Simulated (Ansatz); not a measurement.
C₃H₄AlF (SMILES CC#[C][AlH][F])

Input file:

```
basis:
  gaussian:
    orbitals: def2-TZVPD
crystal:
  periodic: [false, false, false]
  atoms:
    - {symbol: C, position_ang: [-0.317121, 0.360504, -1.813167]}
    - {symbol: C, position_ang: [-0.410027, 1.329415, -0.739061]}
    - {symbol: C, position_ang: [-0.494622, 2.151432, 0.170692]}
    - {symbol: Al, position_ang: [-0.580960, 3.408487, 1.578046]}
    - {symbol: F, position_ang: [-2.036053, 4.158248, 1.892064]}
    - {symbol: H, position_ang: [-0.930119, -0.528779, -1.593508]}
    - {symbol: H, position_ang: [-0.678407, 0.788828, -2.762251]}
    - {symbol: H, position_ang: [0.722268, 0.027005, -1.964101]}
    - {symbol: H, position_ang: [0.635215, 3.808337, 2.491468]}
hamiltonian:
  xc: {name: PBE0}
output: {forces: true, orbitals: {seedname: orbitals}}
```

Command:

```sh
ansatz run input.yaml --threads 2 --pin off --max-ram 4350MiB --events-out events.jsonl --progress --plain --runs-dir runs
```

Geometry: r2SCAN-D4/def2-SVP.

Method: Ansatz, isolated molecule in a Gaussian basis; Kohn-Sham density functional theory, functional PBE0.

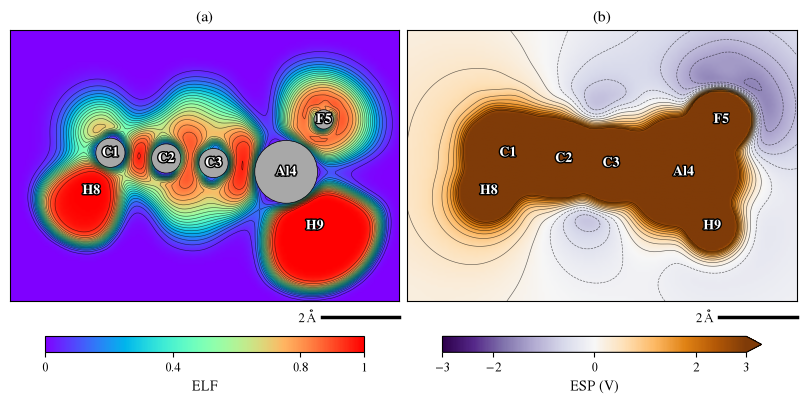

Figure 1. (a) ELF; (b) electrostatic potential on the plane of atoms C3, Al4 and H9. Grey discs cover the atomic cores in the ELF map.

Q: Interpret the plot.

A: Atoms in the plane: C, Al, F and H.
C–C (1.23 Å): the ELF peaks at about 0.85 between the atoms (a short, multiple covalent bond).
Al–F (1.67 Å): the ELF peaks at about 0.85 in the valence shell of F, 0.6 Å from its nucleus, and is about 0.35 at the midpoint.
C–Al (1.89 Å): the ELF peaks at about 0.95 between the atoms, as expected for a shared but strongly polarised pair.
C–H (1.10 Å): the ELF climbs to about 1 towards the hydrogen, as it does in any bond to H (an ordinary covalent bond to hydrogen).
Al–H (1.57 Å): the ELF climbs to about 1 towards the hydrogen.
The ELF also peaks beside F5, away from the bonds: lone-pair regions.
Outside the dense part of the molecule the potential is most negative (−1.6 V) near F5.

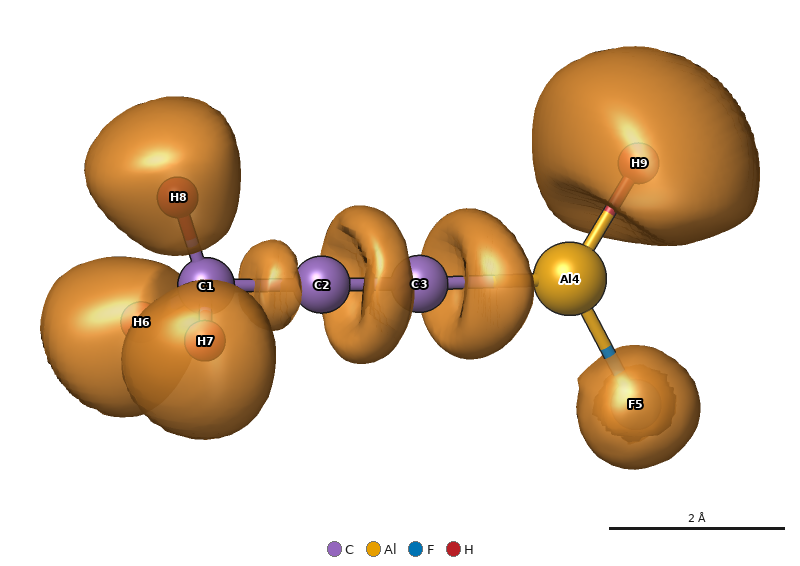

Figure 2. Isosurface of the electron localisation function at 0.8 (orange), seen at a tilt. Core shells and regions of very low density are left out.

Q: Describe the localisation domains.

A: At this value the surface marks out two regions between bonded C–C atoms (shared pairs), four regions around hydrogen nuclei, one lobe of the valence shell of C pointing towards Al (polar bonds) and one region wrapped around F (its valence shell).

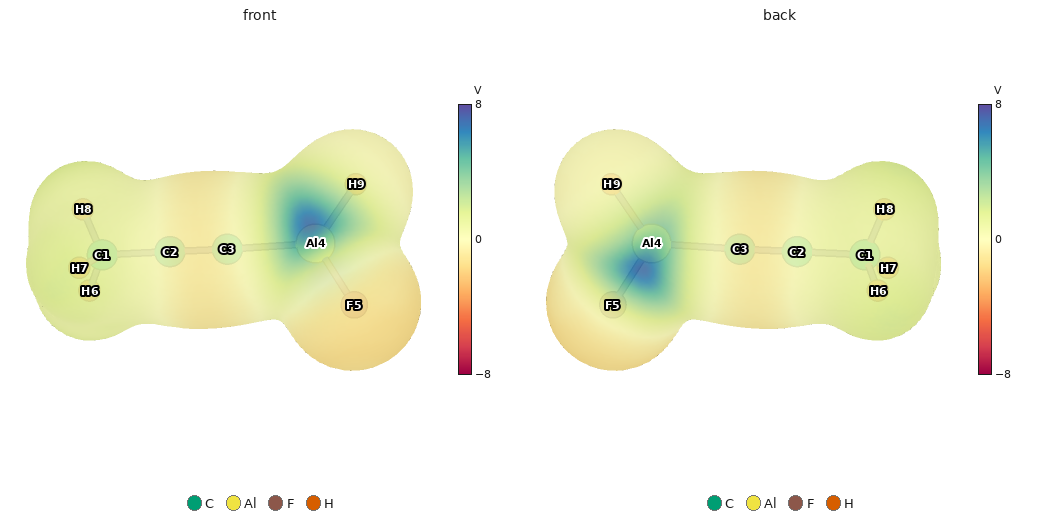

Figure 3. The molecular electrostatic potential painted on the density surface at 0.004 e/bohr³, seen from the front and from behind; red is negative and blue positive.

Q: Which sites attract a positive test charge, and which a negative one?

A: A positive charge is drawn to the negative regions and a negative charge to the positive ones. The most negative region (about −1.5 V) lies over F5, the most positive (about +6.4 V) over Al4.

Q: How polar is the molecule by this calculation?

A: Its dipole moment is 3.08 D.
